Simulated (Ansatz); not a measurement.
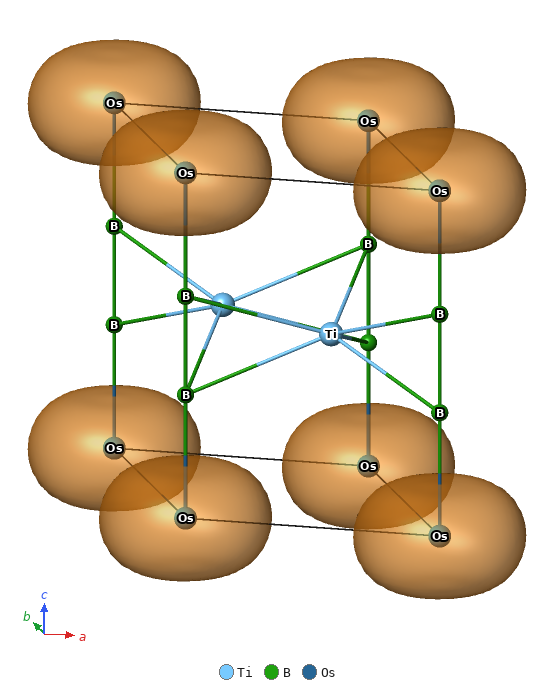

Figure 1: Ti₂B₂Os. Isosurface of the spin density (up minus down) at +0.05 e/Å³ (orange), seen slightly off an axis. Sticks mark near contacts.

Space group P6/mmm; a structure generated by program, which may or may not match a known phase; spin-polarised.

Method: Ansatz, DFT PBE, scalar-relativistic, plane waves, PAW.

In a PAW calculation such maps are meaningful between the atoms, not at the nuclei.

```yaml
crystal:
  lattice:
    - [4.02947, 0.00000, 0.00000]
    - [-2.01474, 3.48963, 0.00000]
    - [0.00000, 0.00000, 5.52365]
  atoms:
    - { symbol: Ti, position: [0.33333, 0.66667, 0.50000] }
    - { symbol: Ti, position: [0.66667, 0.33333, 0.50000] }
    - { symbol: B, position: [0.00000, 0.00000, 0.35753] }
    - { symbol: B, position: [0.00000, 0.00000, 0.64247] }
    - { symbol: Os, position: [0.00000, 0.00000, 0.00000] }
```

Which atoms carry the moments, and with what signs?

The spin density sits on Os: +0.8 μB in one cell of 5 atoms: parallel main moments, as they must be, since the calculation's own cell holds one magnetic site. The cell of the calculation (5 atoms) carries 1.5 μB of net spin moment.
